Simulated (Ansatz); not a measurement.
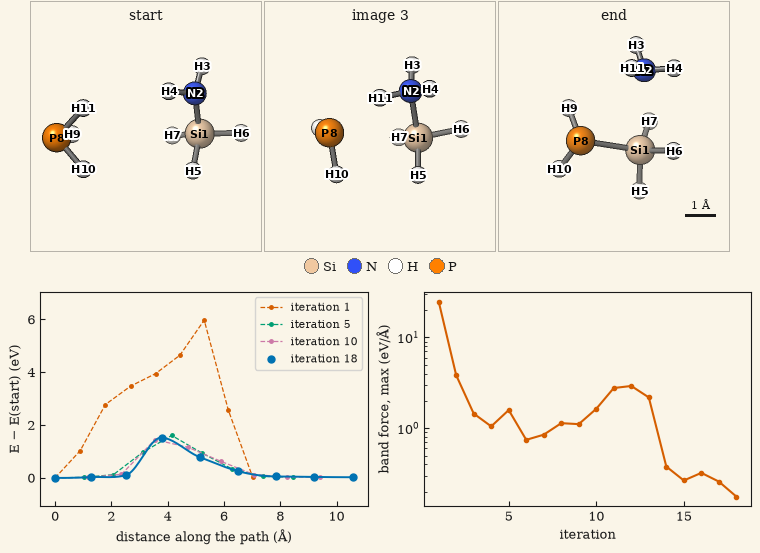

A search for the minimum-energy path of SiPNH8, made up of SiNH5 and PH3 by the nudged elastic band. Images are numbered from 0 (start) to 8 (end). The plot follows the band through its iterations. A ball-and-stick model, seen at a tilt.

Theory: RKS revPBE/6-31G* in Ansatz. Run with 7 movable images; climbing image; force threshold 0.2 eV/Å; iteration limit 60; starting path through a guess of the saddle point.

Did the band converge, and can the barrier be trusted?

Answer. The run met only a loose threshold, so the barrier can't be trusted yet. The band converged in 18 iterations. The largest component of the band force went from 25 to 0.18 eV/Å. The climbing image converged on the top of the path. Its curvatures weren't checked. The force threshold is so loose that the height of the top is at best an upper bound. The first iteration put the highest image at 5.97 eV. The energy climbs by 1.53 eV to image 3 and then falls by 1.50 eV, so the end point sits at +0.03 eV.

Limits of the set-up: the start holds two separate molecules, 3.0 Å apart at their closest, whose relative position is a soft coordinate and is computed without a dispersion correction.
